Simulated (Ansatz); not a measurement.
**MgTiF6 (R-3): what size, symmetry and threads cost in G0W0**

How does the cost of G0W0 grow with the cell? The test case is MgTiF6 (R-3).

Calculated with Ansatz 0.2.0; G0W0 on r2SCAN, plane waves, PAW.

**1. The starting structure**

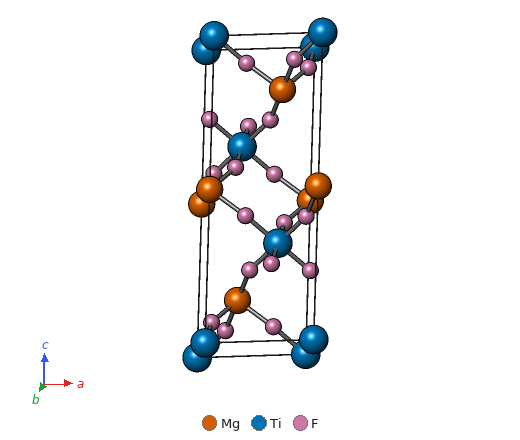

The cell as given, from a free direction (magnesium orange, titanium blue, fluorine pink). This picture shows the conventional cell, with its axes. Bonds to atoms that aren't drawn are left out. Some periodic images of atoms are drawn too.

The cell and positions are those that the Materials Project relaxed with its own functionals (PBE, PBE+U or r2SCAN), kept fixed. The default PAW set here is soft_2. Its files were made with PBE.

**2. 8 atoms (1×1×1 cells), 2×2×2 mesh**

G0W0 replaces the xc potential by the self-energy, built once from these orbitals. Only a window of levels is corrected, while the sums run over the empty bands that the input names.

The input, input.yaml:

```yaml
crystal:
  lattice:
    - [2.6082800939, 1.5058912144, 4.444507564]
    - [-2.6082800939, 1.5058912144, 4.444507564]
    - [0.0, -3.0117824287, 4.444507564]
  atoms:
    - { symbol: Mg, position: [0.5, 0.5, 0.5] }
    - { symbol: Ti, position: [0.0, 0.0, 0.0] }
    - { symbol: F, position: [0.67161765, 0.84245558, 0.24224433] }
    - { symbol: F, position: [0.84245558, 0.24224433, 0.67161765] }
    - { symbol: F, position: [0.75775567, 0.32838235, 0.15754442] }
    - { symbol: F, position: [0.15754442, 0.75775567, 0.32838235] }
    - { symbol: F, position: [0.32838235, 0.15754442, 0.75775567] }
    - { symbol: F, position: [0.24224433, 0.67161765, 0.84245558] }
kpoints:
  mp_grid: { grid: [2, 2, 2] }
hamiltonian:
  xc: r2scan
scf:
  occupations: { method: fixed }
gw:
  n_empty_bands: 110
  ecut_chi: 60.0
  qp_bands: [v1, c1]
  qp_kpoints: band_edges
  screening: { model: contour_deformation }
```

Started as:

```bash
ansatz run input.yaml --threads 16 --pin off --max-ram 36864MiB --backend cpu --events-out ev --progress --plain --runs-dir out
```

Numbers of over 12 decimals in the logs are rounded to 6 here.

The log of the run:

```text
Engine: ansatz 0.2.0, aarch64-unknown-linux-gnu
Pseudopotentials: kind: paw
Pseudopotential: Mg, paw, valence charge 10, recommended cutoff 500 eV (meta_gga), Mg.paw.azcp
Pseudopotential: Ti, paw, valence charge 12, recommended cutoff 500 eV (meta_gga), Ti.paw.azcp
Pseudopotential: F, paw, valence charge 7, recommended cutoff 500 eV (meta_gga), F.paw.azcp
Functional definition: r2SCAN
  parameter k0 = 0.174
  parameter k1 = 0.065
  parameter a1 = 4.9479
  exchange = r2scan_x(k0 = k0, k1 = k1, a1 = a1)
  correlation = r2scan_c
Crystal: 8 atoms, lattice volume = 104.742 Å³
Basis set: ecut = 500 eV, 2687 PW (Γ), exchange–correlation on 160×160×160 points (64 copies of the dense FFT grid, shifted against one another)
Bands: 40, of which v1, the nominal top of the filled ones, is band 32 counted from 1 (31 counted from 0)
Symmetry: 6 space group operations
Space group: R-3 (ITA 148), of the structure as read, at distance tolerance 4.7e-5 Å
k-points: 4 of 8
Non-local potential: Mg, projectors of the file, l = 0: 3, l = 1: 2, l = 2: 1
Non-local potential: Ti, projectors of the file, l = 0: 3, l = 1: 2, l = 2: 3, l = 3: 1
Non-local potential: F, projectors of the file, l = 0: 2, l = 1: 2, l = 2: 1
PAW form: soft (Blöchl's): semilocal exchange-correlation on the pseudo side does not see the compensation charge
PAW frozen core: Mg, regenerated for the run's functional (the file was generated under x = pbe(κ = 0.804, μ = 0.219515), c = pbe(β = 0.066725))
PAW frozen core: Ti, regenerated for the run's functional (the file was generated under x = pbe(κ = 0.804, μ = 0.219515), c = pbe(β = 0.066725))
PAW frozen core: F, regenerated for the run's functional (the file was generated under x = pbe(κ = 0.804, μ = 0.219515), c = pbe(β = 0.066725))
PAW one-centre angular grid: Mg, 302 points (default); XC on 224 Gauss nodes
PAW one-centre angular grid: Ti, 590 points (default); XC on 160 Gauss nodes
PAW one-centre angular grid: F, 302 points (default); XC on 160 Gauss nodes
Initial density: superposition of atomic densities (neutral atoms: chi_scale 0, normalization atom), corrected by the library's trained network
Initial wavefunctions: pseudopotential atomic-orbital guess
Functional: x = r2scan, c = r2scan; τ floored in thin density (d = 2e-4 eV/Å³)
SCF iter   1: F=—  HF=-9301.999639 eV  |F-HF|=—  |Δ(HF+E_count)|=         —  Δρ=1.78e-2  dr2=4.09e-1  dr2_τ=2.60e-1  ethr=1.77e-3  ⟨swp⟩=4.0  Hψ=539  notcnv=0  defer=20
preconditioner: auto → Resta (q_TF=auto, 2.513 Å⁻¹)  ε∞=3.5  [insulator: Δε(μ)=6.002 eV  Ē_g=15.835 eV  n_scr=26 (ndim 8)  ℏωp=25.1 eV  f_vac=0.224  ε∞_Penn≈3.5]
SCF iter   2: F=—  HF=-9302.036903 eV  |F-HF|=—  |Δ(HF+E_count)|=   3.73e-2  Δρ=8.09e-3  dr2=2.92e-2  dr2_τ=1.38e-2  ethr=6.40e-4  ⟨swp⟩=3.0  Hψ=328  notcnv=0  defer=16
SCF iter   3: F=—  HF=-9302.033738 eV  |F-HF|=—  |Δ(HF+E_count)|=   3.17e-3  Δρ=2.58e-3  dr2=3.00e-3  dr2_τ=5.51e-4  ethr=4.56e-5  ⟨swp⟩=2.5  Hψ=248  notcnv=0  defer=20
SCF iter   4: F=—  HF=-9302.033882 eV  |F-HF|=—  |Δ(HF+E_count)|=   1.45e-4  Δρ=7.51e-4  dr2=2.56e-4  dr2_τ=5.14e-5  ethr=4.69e-6  ⟨swp⟩=2.0  Hψ=230  notcnv=0  defer=22
SCF iter   5: F=—  HF=-9302.033894 eV  |F-HF|=—  |Δ(HF+E_count)|=   1.16e-5  Δρ=8.94e-5  dr2=6.94e-6  dr2_τ=8.94e-7  ethr=4.01e-7  ⟨swp⟩=2.2  Hψ=252  notcnv=0  defer=21
SCF iter   6: F=—  HF=-9302.033900 eV  |F-HF|=—  |Δ(HF+E_count)|=   5.85e-6  Δρ=1.78e-5  dr2=2.81e-7  dr2_τ=3.46e-8  ethr=1.08e-8  ⟨swp⟩=2.2  Hψ=252  notcnv=0  defer=9
SCF iter   7: F=-9302.033900 eV  HF=-9302.033900 eV  |F-HF|=5.56e-8  |Δ(HF+E_count)|=   6.69e-7  Δρ=4.99e-6  dr2=3.15e-8  dr2_τ=1.27e-9  ethr=1.56e-10  ⟨swp⟩=10.0  Hψ=549  notcnv=0
SCF 1 converged in 7 iterations: F = -9302.033900 eV  dr2 = 3.15e-8
[...]
NSCF: frozen V_eff on 4 k-points
G₀W₀ screening: q 1/4
[... further progress lines ...]
NSCF: frozen V_eff on 1 k-points
NSCF: frozen V_eff on 1 k-points
[...]
SCF converged after 7 iterations
Free energy (F): -9302.033900 eV
Harris-Foulkes:  -9302.033900 eV  (|F-HF|=5.56e-8)
Internal energy: -9302.033900 eV  (E = F + TS)
E sigma→0 (E₀):  -9302.033900 eV
Fermi energy:    -0.180927 eV
--- Per-component energies (eV) ---
  E_band       = -1005.572715
  E_kinetic    = 1596.881464
  E_local      = -7007.547983  (includes V_loc(G=0)·N_el)
  E_nonlocal   = 531.644795
  E_hartree    = 2657.704241
  E_xc         = -597.048162
  E_vxc        = -872.351788  (∫ρ·V_xc dr)
  E_paw        = -2567.510491  (= ΣΔE_a)
  E_vpaw       = -633.421661  (= ΣTr[D̂ρ^β])
  E_aug_tail   = 0.006231  (compensation charges beyond the density's cutoff)
  E_vtau       = 63.806824  (kinetic-family band-sum trace: ∫τ·v_τ [+ j·A + Jᵃ·Aᵃ] dr)
  E_ewald      = -3915.695980
  E_core_change = -0.468014  (= ΣΔE_core)
  E_smearing   = -0.000000  (= −TS)
  E_closure    = -0.000000  (closes the sum)
  Σ components = -9302.033900   (vs F -9302.033900, Δ=0.00e0)
--- Band table (eV) ---
  k-point 0: bands = [... 28 lower, -0.5420, -0.4081, -0.1809, -0.1809, 5.1473, 5.1473, 5.1475, 7.9146, ... 4 higher]
  k-point 1: bands = [... 28 lower, -0.5410, -0.4737, -0.4213, -0.3234, 5.1568, 5.1907, 5.2550, 7.7676, ... 4 higher]
  k-point 2: bands = [... 28 lower, -0.7085, -0.6020, -0.5977, -0.2254, 5.1391, 5.2348, 5.3148, 7.4702, ... 4 higher]
  k-point 3: bands = [... 28 lower, -0.5304, -0.5304, -0.4419, -0.4419, 5.2043, 5.2491, 5.2491, 7.7996, ... 4 higher]
--- G₀W₀: contour deformation, 6 samples at zero and on the imaginary axis and 0 off it, 8 q-points, 110 empty bands' worth ---
  eigenvalues of the whole cell's RPA ε∞ on this k-mesh (on a slab, of 1 + 4πα/V) = 2.1590, 2.1590, 2.1801; static W/v taken at q = 0 is 0.461706
  bands read: the sum over 142 bands ends inside a degenerate multiplet in 1 slot, whose members it reads at an even weight; the widest, k=0: bands 142 to 143 (counted from 1) at 1/2 each
  gw.qp_kpoints: band_edges: 4 of 4 stored k-points solved, in 1 pass; an edge of the gap read off the rows below is read off those points alone
  `?` marks the rows in doubt; gw_qp.tsv's column doubts and the gw_qp event give each row's grounds
    ik  band        ε_KS         Σx   Σc(E_QP)       V_xc       Z   E_QP_lin       E_QP  E_QP is
     0    32     -0.1809   -32.2193     5.6759   -25.0533  0.7724    -1.7111    -1.6711  root
     0    33      5.1473   -14.4155    -5.8261   -23.1100  0.7760     8.1601     8.0158  root ?
     1    32     -0.3234   -32.0417     5.6807   -24.8548  0.7712    -1.8715    -1.8297  root
     1    33      5.1568   -14.4388    -5.8148   -23.1172  0.7760     8.1642     8.0204  root ?
     2    32     -0.2254   -32.1537     5.6624   -24.9994  0.7722    -1.7576    -1.7174  root
     2    33      5.1391   -14.3163    -5.8631   -23.0455  0.7759     8.1494     8.0052  root ?
     3    32     -0.4419   -31.8376     5.6571   -24.6687  0.7701    -1.9967    -1.9537  root
     3    33      5.2043   -14.5426    -5.7793   -23.1706  0.7757     8.1950     8.0530  root ?
```

It took 2.6 s on 16 threads of Arm Neoverse V2, shared host; peak memory 0.73 GiB.

Numbers from this step:

```yaml
bands_summed: 142
rpa_eps_infinity_on_this_mesh_eigenvalues: 2.159, 2.159, 2.180
plane_waves_in_the_screening_matrix: 113
q_points_in_the_mesh: 8
g0w0_gap_on_the_mesh: 9.676 eV
k_of_the_valence_top: 0, 0, 0
k_of_the_conduction_bottom: 0, -0.5, -0.5
starting_gap_on_the_mesh: 5.320 eV
z_at_the_valence_top: 0.7724
z_at_the_conduction_bottom: 0.7759
least_direct_g0w0_gap_on_the_computed_points: 9.687 eV
```

The gap on the mesh goes from 5.32 eV to 9.68 eV, a correction of +4.36 eV. The program marks an edge row as in doubt. Between the two edge states, bare exchange in place of the xc potential would open the gap by 15.90 eV, and correlation takes back 11.54 eV.

**3. No symmetry, 2×2×2 mesh**

Changes to input.yaml since step 2:

```diff
@@ -14,2 +14,3 @@
     - { symbol: F, position: [0.24224433, 0.67161765, 0.84245558] }
+  symmetry: { detect: false }
 kpoints:
```

The log of the run:

```text
[...]
Crystal: 8 atoms, lattice volume = 104.742 Å³
Basis set: ecut = 500 eV, 2687 PW (Γ), exchange–correlation on 160×160×160 points (64 copies of the dense FFT grid, shifted against one another)
Bands: 40, of which v1, the nominal top of the filled ones, is band 32 counted from 1 (31 counted from 0)
Symmetry: 1 space group operations
k-points: 8
[...]
5    33      5.1391   -14.3163    -5.8631   -23.0455  0.7759     8.1495     8.0052  root ?
     6    32     -0.2254   -32.1537     5.6624   -24.9994  0.7722    -1.7576    -1.7174  root
     6    33      5.1391   -14.3163    -5.8631   -23.0455  0.7759     8.1495     8.0052  root ?
     7    32     -0.4419   -31.8377     5.6571   -24.6687  0.7701    -1.9967    -1.9537  root
     7    33      5.2043   -14.5426    -5.7793   -23.1706  0.7757     8.1950     8.0530  root ?
[key lines of the parts left out:]
SCF converged after 8 iterations
Free energy (F): -9302.033900 eV
Fermi energy:    -0.180938 eV
```

Run time: 5.1 s. Hardware: 16 threads; peak memory 0.96 GiB.

Numbers from this step:

- bands summed: 142
- RPA ε∞ on this mesh (eigenvalues): 2.159, 2.159, 2.180
- plane waves in the screening matrix: 113
- G0W0 gap on the mesh: 9.676 eV
- k of the valence top: 0, 0, 0
- k of the conduction bottom: -0.5, 0, -0.5
- starting gap on the mesh: 5.320 eV
- least direct G0W0 gap on the computed points: 9.687 eV

Against the run with 2×2×2 mesh, 110 empty bands, screening to 60 eV, the gap moves by +0.000 eV.

**4. 1 thread, 2×2×2 mesh**

Changes to input.yaml since step 3:

```diff
@@ -14,3 +14,2 @@
     - { symbol: F, position: [0.24224433, 0.67161765, 0.84245558] }
-  symmetry: { detect: false }
 kpoints:
```

Started as:

```bash
ansatz run input.yaml --threads 1 --pin off --max-ram 36864MiB --backend cpu --events-out ev --progress --plain --runs-dir out
```

The log of the run:

```text
[...]
Crystal: 8 atoms, lattice volume = 104.742 Å³
Basis set: ecut = 500 eV, 2687 PW (Γ), exchange–correlation on 160×160×160 points (64 copies of the dense FFT grid, shifted against one another)
Bands: 40, of which v1, the nominal top of the filled ones, is band 32 counted from 1 (31 counted from 0)
Symmetry: 6 space group operations
[...]
k-points: 4 of 8
[...]
1    33      5.1568   -14.4388    -5.8148   -23.1172  0.7760     8.1642     8.0204  root ?
     2    32     -0.2254   -32.1537     5.6624   -24.9994  0.7722    -1.7576    -1.7174  root
     2    33      5.1391   -14.3163    -5.8631   -23.0455  0.7759     8.1494     8.0052  root ?
     3    32     -0.4419   -31.8376     5.6571   -24.6687  0.7701    -1.9967    -1.9537  root
     3    33      5.2043   -14.5426    -5.7793   -23.1706  0.7757     8.1950     8.0530  root ?
[key lines of the parts left out:]
SCF converged after 7 iterations
Free energy (F): -9302.033900 eV
Fermi energy:    -0.180927 eV
```

The job ended after 17 s (1 thread; peak memory 0.52 GiB).

Numbers from this step:

```
bands summed                                 : 142
RPA ε∞ on this mesh (eigenvalues)            : 2.159, 2.159, 2.180
plane waves in the screening matrix          : 113
G0W0 gap on the mesh                         : 9.676 eV
k of the valence top                         : 0, 0, 0
k of the conduction bottom                   : 0, -0.5, -0.5
starting gap on the mesh                     : 5.320 eV
least direct G0W0 gap on the computed points : 9.687 eV
```

Against the run with 2×2×2 mesh, 110 empty bands, screening to 60 eV, the gap moves by +0.000 eV.

**5. 2 threads, 2×2×2 mesh**

input.yaml is that of step 4.

Started as:

```bash
ansatz run input.yaml --threads 2 --pin off --max-ram 36864MiB --backend cpu --events-out ev --progress --plain --runs-dir out
```

The log of the run:

```text
[...]
Crystal: 8 atoms, lattice volume = 104.742 Å³
Basis set: ecut = 500 eV, 2687 PW (Γ), exchange–correlation on 160×160×160 points (64 copies of the dense FFT grid, shifted against one another)
Bands: 40, of which v1, the nominal top of the filled ones, is band 32 counted from 1 (31 counted from 0)
Symmetry: 6 space group operations
[...]
k-points: 4 of 8
[...]
1    33      5.1568   -14.4388    -5.8148   -23.1172  0.7760     8.1642     8.0204  root ?
     2    32     -0.2254   -32.1537     5.6624   -24.9994  0.7722    -1.7576    -1.7174  root
     2    33      5.1391   -14.3163    -5.8631   -23.0455  0.7759     8.1494     8.0052  root ?
     3    32     -0.4419   -31.8376     5.6571   -24.6687  0.7701    -1.9967    -1.9537  root
     3    33      5.2043   -14.5426    -5.7793   -23.1706  0.7757     8.1950     8.0530  root ?
[key lines of the parts left out:]
SCF converged after 7 iterations
Free energy (F): -9302.033900 eV
Fermi energy:    -0.180927 eV
```

Run time: 8.9 s. Hardware: 2 threads; peak memory 0.59 GiB; 17 s of CPU time.

(Unchanged from step 4.)

Against the run with 2×2×2 mesh, 110 empty bands, screening to 60 eV, the gap moves by +0.000 eV.

**6. 4 threads, 2×2×2 mesh**

input.yaml is that of step 5.

Started as:

```bash
ansatz run input.yaml --threads 4 --pin off --max-ram 36864MiB --backend cpu --events-out ev --progress --plain --runs-dir out
```

The log of the run:

```text
[...]
Crystal: 8 atoms, lattice volume = 104.742 Å³
Basis set: ecut = 500 eV, 2687 PW (Γ), exchange–correlation on 160×160×160 points (64 copies of the dense FFT grid, shifted against one another)
Bands: 40, of which v1, the nominal top of the filled ones, is band 32 counted from 1 (31 counted from 0)
Symmetry: 6 space group operations
[...]
k-points: 4 of 8
[...]
1    33      5.1568   -14.4388    -5.8148   -23.1172  0.7760     8.1642     8.0204  root ?
     2    32     -0.2254   -32.1537     5.6624   -24.9994  0.7722    -1.7576    -1.7174  root
     2    33      5.1391   -14.3163    -5.8631   -23.0455  0.7759     8.1494     8.0052  root ?
     3    32     -0.4419   -31.8376     5.6571   -24.6687  0.7701    -1.9967    -1.9537  root
     3    33      5.2043   -14.5426    -5.7793   -23.1706  0.7757     8.1950     8.0530  root ?
[key lines of the parts left out:]
SCF converged after 7 iterations
Free energy (F): -9302.033900 eV
Fermi energy:    -0.180927 eV
```

Run time: 5 s. Hardware: 4 threads; peak memory 0.72 GiB.

(Unchanged from step 4.)

Against the run with 2×2×2 mesh, 110 empty bands, screening to 60 eV, the gap moves by +0.000 eV.

**7. 8 threads, 2×2×2 mesh**

input.yaml is that of step 6.

Started as:

```bash
ansatz run input.yaml --threads 8 --pin off --max-ram 36864MiB --backend cpu --events-out ev --progress --plain --runs-dir out
```

The log of the run:

```text
[...]
Crystal: 8 atoms, lattice volume = 104.742 Å³
Basis set: ecut = 500 eV, 2687 PW (Γ), exchange–correlation on 160×160×160 points (64 copies of the dense FFT grid, shifted against one another)
Bands: 40, of which v1, the nominal top of the filled ones, is band 32 counted from 1 (31 counted from 0)
Symmetry: 6 space group operations
[...]
k-points: 4 of 8
[...]
1    33      5.1568   -14.4388    -5.8148   -23.1172  0.7760     8.1642     8.0204  root ?
     2    32     -0.2254   -32.1537     5.6624   -24.9994  0.7722    -1.7576    -1.7174  root
     2    33      5.1391   -14.3163    -5.8631   -23.0455  0.7759     8.1494     8.0052  root ?
     3    32     -0.4419   -31.8376     5.6571   -24.6687  0.7701    -1.9967    -1.9537  root
     3    33      5.2043   -14.5426    -5.7793   -23.1706  0.7757     8.1950     8.0530  root ?
[key lines of the parts left out:]
SCF converged after 7 iterations
Free energy (F): -9302.033900 eV
Fermi energy:    -0.180927 eV
```

Elapsed: 3.9 s, on 8 threads; peak memory 0.71 GiB; 21 s of CPU time.

(Unchanged from step 4.)

Against the run with 2×2×2 mesh, 110 empty bands, screening to 60 eV, the gap moves by +0.000 eV.

**8. 16 atoms (1×1×2 cells), 2×2×1 mesh**

The input, input.yaml:

```yaml
crystal:
  lattice:
    - [2.6082800939, 1.5058912144, 4.444507564]
    - [-2.6082800939, 1.5058912144, 4.444507564]
    - [0.0, -6.0235648574, 8.889015128]
  atoms:
    - { symbol: Mg, position: [0.5, 0.5, 0.25] }
    - { symbol: Ti, position: [0.0, 0.0, 0.0] }
    - { symbol: F, position: [0.67161765, 0.84245558, 0.121122165] }
    - { symbol: F, position: [0.84245558, 0.24224433, 0.335808825] }
    - { symbol: F, position: [0.75775567, 0.32838235, 0.07877221] }
    - { symbol: F, position: [0.15754442, 0.75775567, 0.164191175] }
    - { symbol: F, position: [0.32838235, 0.15754442, 0.378877835] }
    - { symbol: F, position: [0.24224433, 0.67161765, 0.42122779] }
    - { symbol: Mg, position: [0.5, 0.5, 0.75] }
    - { symbol: Ti, position: [0.0, 0.0, 0.5] }
    - { symbol: F, position: [0.67161765, 0.84245558, 0.621122165] }
    - { symbol: F, position: [0.84245558, 0.24224433, 0.835808825] }
    - { symbol: F, position: [0.75775567, 0.32838235, 0.57877221] }
    - { symbol: F, position: [0.15754442, 0.75775567, 0.664191175] }
    - { symbol: F, position: [0.32838235, 0.15754442, 0.878877835] }
    - { symbol: F, position: [0.24224433, 0.67161765, 0.92122779] }
kpoints:
  mp_grid: { grid: [2, 2, 1] }
hamiltonian:
  xc: r2scan
scf:
  occupations: { method: fixed }
gw:
  n_empty_bands: 220
  ecut_chi: 60.0
  qp_bands: [v1, c1]
  qp_kpoints: band_edges
  screening: { model: contour_deformation }
```

Started as:

```bash
ansatz run input.yaml --threads 16 --pin off --max-ram 36864MiB --backend cpu --events-out ev --progress --plain --runs-dir out
```

The log of the run:

```text
[...]
Crystal: 16 atoms, lattice volume = 209.485 Å³
Basis set: ecut = 500 eV, 5319 PW (Γ), exchange–correlation on 160×160×320 points (64 copies of the dense FFT grid, shifted against one another)
Bands: 80, of which v1, the nominal top of the filled ones, is band 64 counted from 1 (63 counted from 0)
Symmetry: 4 space group operations
[...]
k-points: 4
[...]
1    65      5.1391   -14.3163    -5.8626   -23.0455  0.7759     8.1500     8.0056  root ?
     2    64     -0.2254   -32.1537     5.6622   -24.9994  0.7722    -1.7578    -1.7175  root
     2    65      5.1391   -14.3163    -5.8630   -23.0455  0.7759     8.1496     8.0053  root ?
     3    64     -0.2254   -32.1538     5.6623   -24.9994  0.7722    -1.7578    -1.7175  root
     3    65      5.1391   -14.3163    -5.8629   -23.0455  0.7759     8.1497     8.0054  root ?
[key lines of the parts left out:]
SCF converged after 8 iterations
Free energy (F): -18604.067801 eV
Fermi energy:    -0.180936 eV
```

Run time: 9.2 s. Hardware: 16 threads; peak memory 1.8 GiB.

Numbers from this step:

- bands summed: 284
- RPA ε∞ on this mesh (eigenvalues): 2.159, 2.159, 2.180
- plane waves in the screening matrix: 225
- G0W0 gap on the mesh: 9.677 eV
- k of the valence top: 0, 0, 0
- k of the conduction bottom: -0.5, 0, 0
- starting gap on the mesh: 5.320 eV
- least direct G0W0 gap on the computed points: 9.687 eV

The gap on the mesh goes from 5.32 eV to 9.68 eV, a correction of +4.36 eV. The program marks an edge row as in doubt. Between the two edge states, bare exchange in place of the xc potential would open the gap by 15.90 eV, and correlation takes back 11.54 eV.

(Continued in part 2 of 2.)

[Paths, hosts, dates, memory and timing lines, banners, echoed tables and standing remarks are left out of the program output.]

[Logs are printed without paths, hosts, clocks, repeated set-up lines and the standing remarks that a program may print on its own settings, such as how far it seeks lower states.]

[Runs of the session that timed out or met a known fault of the program may be left out.]

[Cells called generated may have been cut or substituted from an entry of the Crystallography Open Database or the Materials Project.]

[Hosts, paths, dates, database ids (printed as entryN), source tags and the programs' standing remarks are cut or masked in the printed files.]
